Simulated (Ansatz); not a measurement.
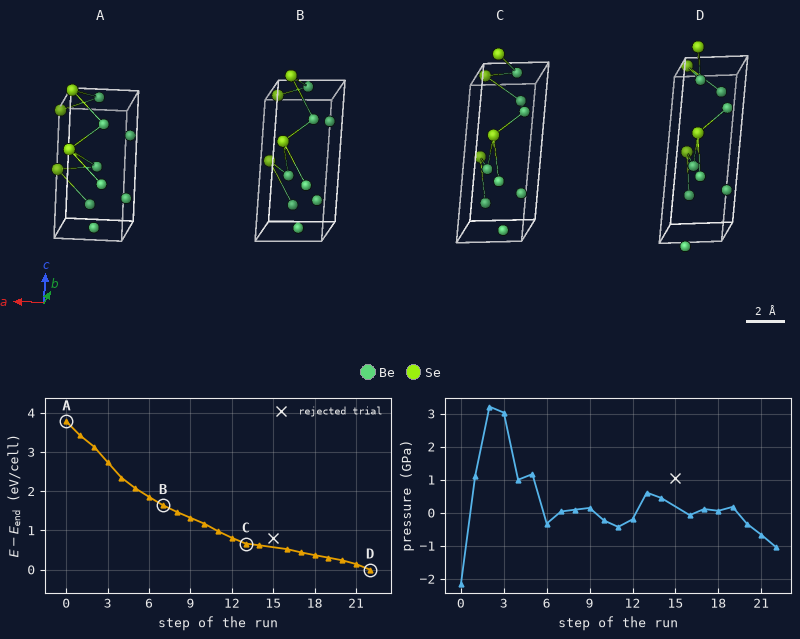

Frames of a relaxation of a crystal of Be3Se (built on the Cu3Au (L1_2)_221 type) (coarse preliminary run), marked on the history of the run. The picture is a ball-and-stick view of the cell of the calculation, seen from a free direction.

The calculation used DFT PBE, scalar-relativistic, plane waves, PAW in Ansatz.

The input:
```yaml
crystal:
  lattice:
    - [-3.6896234231, 0.0730453284, 0.0307638004]
    - [0.0307638004, -0.009632993, -3.7059836471]
    - [0.1460906568, -7.369264431, -0.019265986]
  atoms:
    - { symbol: Be, position: [1.0138763121, 0.4787134457, 0.737514174] }
    - { symbol: Be, position: [1.0373035002, 0.4912822154, 0.2521695806] }
    - { symbol: Be, position: [0.4878479939, 0.4881703229, 0.4859870253] }
    - { symbol: Be, position: [0.5080666066, 0.5641661643, 1.0051214815] }
    - { symbol: Be, position: [0.4935251986, 0.9871160812, 0.7345200585] }
    - { symbol: Be, position: [0.4900578172, 0.9896005796, 0.2732261005] }
    - { symbol: Se, position: [0.9885160127, 0.9962280191, 0.5288620857] }
    - { symbol: Se, position: [0.9808065586, 1.0047231718, 0.9825994939] }
basis:
  ecutwfc: 420
kpoints:
  mp_grid: { grid: [6, 6, 4] }
hamiltonian:
  xc: pbe
scf:
  occupations: { method: gaussian, width: 0.1 }
output:
  forces: true
  stress: true
  eigenvalues: true
relax:
  adjacent_minimum: "off"
  f_tol: 0.015
  max_steps: 120
  cell: { stress_tol: 0.15 }
```

Launched with:
```bash
ansatz run input.yaml --threads 1 --pin off --max-ram 2560MiB --backend cpu --events-out ev --progress --plain --runs-dir out
```

### What happens along the run?

The run was cut off at its time limit before the relaxation converged, so the last structure is only a point on the way. The largest move relative to the cell is that of Be4, 1.86 Å along [2 3 −1]. Largest moves by element: Be 1.86 Å, Se 1.43 Å. The volume changes by +11.6 %, with a 3.690 → 3.415 Å (−7.5 %), b 3.706 → 3.525 Å (−4.9 %), c 7.371 → 9.476 Å (+28.6 %), α 89.7° → 89.8°, β 92.3° → 99.8°. Some distances before and after: Be1–Se8 4.330 → 2.325 Å, Be6–Se7 2.694 → 4.276 Å, Be1–Se8 (another image) 2.672 → 4.222 Å, Be3–Se7 2.598 → 4.098 Å. New bonds form: Be1–Se8 (4.33 → 2.32 Å). Bonds break: Be1–Se7 (2.36 → 3.64 Å), Be1–Se7 (2.45 → 3.69 Å), Be3–Se7 (2.60 → 4.10 Å), Be4–Se8 (2.56 → 3.83 Å). Bond angles that change, for instance: Be1–Se8–Be4 125.0° → 71.0°, Be3–Se7–Be5 62.1° → 113.5°, Be5–Se7–Be6 173.0° → 126.7°. The space group stays P1 (No. 1). After 21 accepted moves (22 points after the start) the energy has fallen by 3.779 eV per cell of the calculation. Largest force component: 0.6 eV/Å at the start, 0.5 eV/Å at the end. Pressure: −2.17 GPa at the start and −1.03 GPa at the end. The line search rejected the trial step at point 15 of the run. Cost: 12 min on 1 thread of Arm Neoverse V2, with other jobs on the host, peak memory 0.47 GiB. From step 0 to 7: Be and Se atoms move most (0.98 Å), volume +9.8 %, energy −2.135 eV per cell of the calculation. From step 7 to 13: Be1 moves most (0.90 Å), volume −1.1 %, energy −0.979 eV per cell of the calculation. From step 13 to 22: Be4 moves most (1.34 Å), volume +2.8 %, energy −0.665 eV per cell of the calculation.

| step | E − E(0), meV/atom | largest force component, eV/Å | pressure, GPa | volume, Å³/atom | note |
| --- | --- | --- | --- | --- | --- |
| 0 | 0.00 | 0.6025 | -2.17 | 12.590 |  |
| 1 | -44.67 | 0.6326 | 1.12 | 11.900 |  |
| 2 | -79.96 | 0.6431 | 3.21 | 11.787 |  |
| 3 | -130.08 | 0.8082 | 3.03 | 12.190 |  |
| 4 | -179.29 | 0.5532 | 1.00 | 12.932 |  |
| 5 | -212.93 | 0.4812 | 1.17 | 13.393 |  |
| 6 | -240.59 | 0.3513 | -0.32 | 13.777 |  |
| 7 | -266.93 | 0.3567 | 0.04 | 13.822 |  |
| 8 | -288.20 | 0.1677 | 0.10 | 13.859 |  |
| 9 | -307.20 | 0.2214 | 0.15 | 13.964 |  |
| 10 | -325.73 | 0.4122 | -0.23 | 13.954 |  |
| 11 | -350.02 | 0.3949 | -0.43 | 13.919 |  |
| 12 | -371.03 | 0.3378 | -0.20 | 13.804 |  |
| 13 | -389.29 | 0.5048 | 0.61 | 13.672 |  |
| 14 | -394.88 | 0.6051 | 0.45 | 13.780 |  |
| 15 | -372.72 | 1.2859 | 1.07 | 13.890 | rejected |
| 16 | -407.06 | 0.2430 | -0.07 | 13.870 |  |
| 17 | -417.31 | 0.1802 | 0.11 | 13.904 |  |
| 18 | -426.24 | 0.2671 | 0.06 | 14.015 |  |
| 19 | -434.31 | 0.2470 | 0.18 | 14.061 |  |
| 20 | -442.68 | 0.1983 | -0.33 | 14.184 |  |
| 21 | -454.66 | 0.4141 | -0.66 | 14.157 |  |
| 22 | -472.42 | 0.5042 | -1.03 | 14.048 |  |
